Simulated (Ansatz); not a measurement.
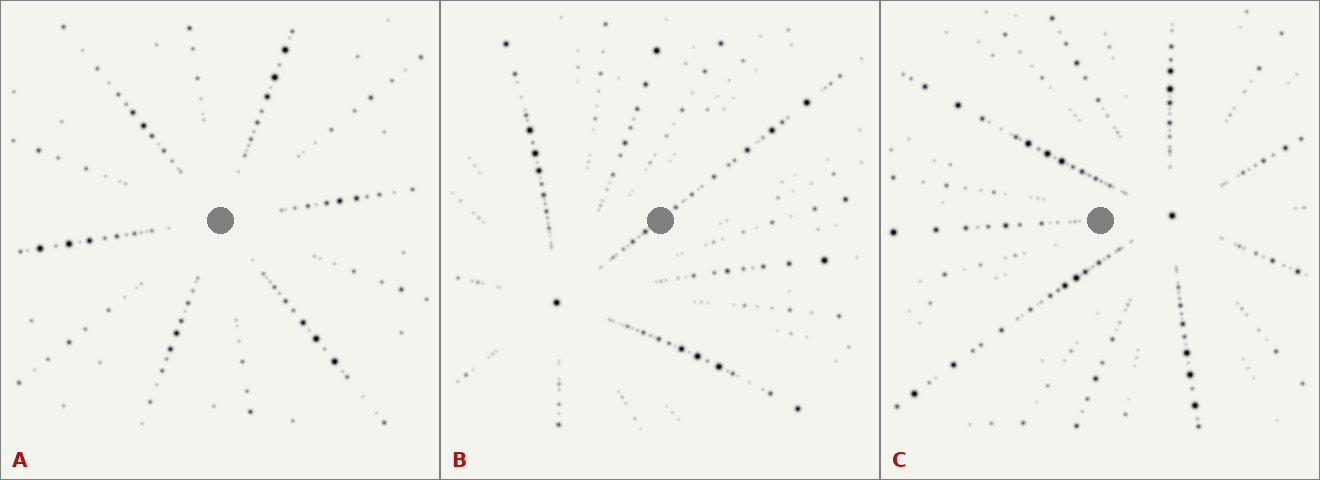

Simulated back-reflection Laue patterns (white X-rays, 0.45 to 2.2 Å, flat plate covering ±45° about the beam, kinematic intensities, seen from the source). Crystal: Zn₂Se₃, space group R-3m (No. 166), a = 3.833 Å, c = 23.915 Å (hexagonal axes). Structure: the end point of a relaxation with DFT PBE, scalar-relativistic, plane waves, PAW (Ansatz); the starting structure was generated, so it need not be a known form of this composition.

```
atom  site  symmetry       x       y       z
  Zn    6c        3m  0.3333  0.6667  0.0679
  Se    3a       -3m  0.0000  0.0000  0.0000
  Se    6c        3m  0.0000  0.0000  0.2121
```

> The directions [001], [101], [211] point towards the source, in some order. Which is which?

A: [001], symmetry 3m (a threefold axis with three mirror lines). B: [211], symmetry m (one mirror line). C: [101], symmetry 1 (no symmetry). The Laue class is -3m.
